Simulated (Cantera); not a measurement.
Input: 1 mol Fe(CO)5, 0.63 mol CO, 1.3 mol H2, equilibrated at 0.000260 bar.

Cantera equilibrium calculation (NASA polynomials, part measured and part estimated; ideal gas, pure solids and liquids). Candidate condensed phases: C, C6H6, C7H8, C8H18, Fe, Fe(CO)5, FeO, Fe(OH)2, Fe(OH)3, Fe2O3, Fe3O4, H2O; 114 gas species. Condensed phases not in the tables: cementite and carbon dissolved in iron. The numbers say what is thermodynamically allowed, not how fast it happens.

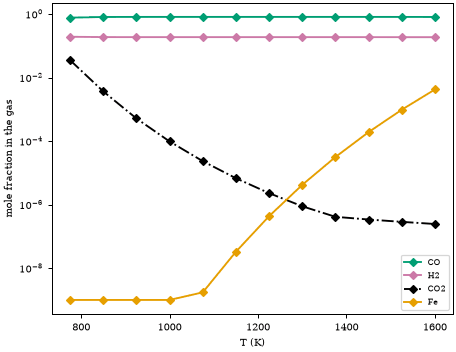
*Equilibrium gas composition (values under 1e-9 drawn at 1e-9)*

### Question
Read off the mole fractions at 1075 K.

### Answer
CO about 0.81, H2 about 0.19, CO2 about 2.3e-5.
